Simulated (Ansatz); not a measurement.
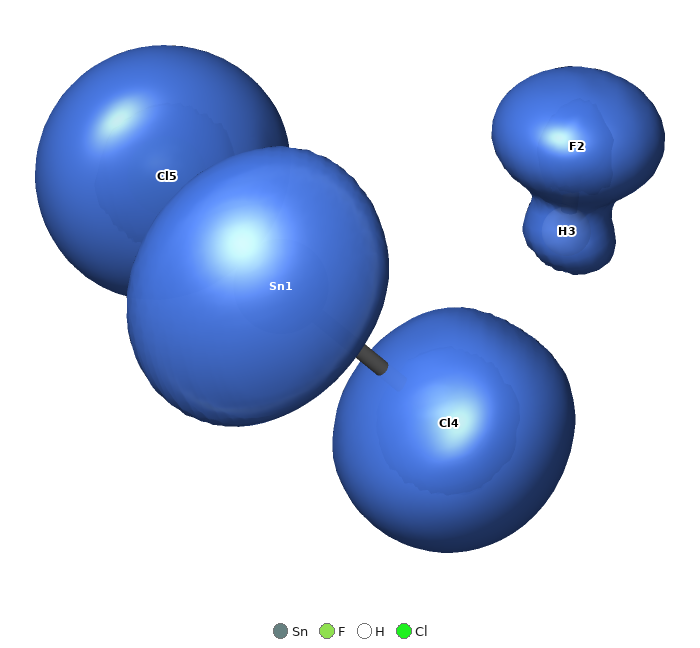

*Cl2Sn···HF. Isosurface of the ELF at 0.75 (blue), seen across its widest extent. Core shells and regions of very low density are left out.*

Core potentials replace the inner electrons of Sn; not at a stationary point (largest force 1.4 eV/Å).

Level of theory: Ansatz 0.2.0, RKS BLYP-D4/def2-mTZVP.

```json
{"atom": "Sn", "x (Å)": "1.0267", "y (Å)": "1.1151", "z (Å)": "-0.4950"}
{"atom": "F", "x (Å)": "-0.2046", "y (Å)": "-1.8942", "z (Å)": "-0.5598"}
{"atom": "H", "x (Å)": "-0.1756", "y (Å)": "-1.5233", "z (Å)": "0.2919"}
{"atom": "Cl", "x (Å)": "0.4372", "y (Å)": "0.0860", "z (Å)": "1.6958"}
{"atom": "Cl", "x (Å)": "-1.0837", "y (Å)": "2.2164", "z (Å)": "-0.9330"}
```

**What do the ELF domains correspond to?**

The surface consists of one lobe on Sn, pointing away from the bonds (lone pairs), two regions wrapped around Cl (the valence shell of each) and one joined region spread over several atoms (F, H), in which their bonds and any lone pairs are merged.

Values along the shortest contacts:
Cl4···H3 (2.22 Å): the ELF dips to about 0.10 between them; by its geometry a hydrogen bond between the two molecules, with no shared pair. Sn–Cl (2.42 Å): the ELF peaks at about 0.85 in the valence shell of Cl, 0.8 Å from its nucleus, and drops to about 0.20 between the two atoms.
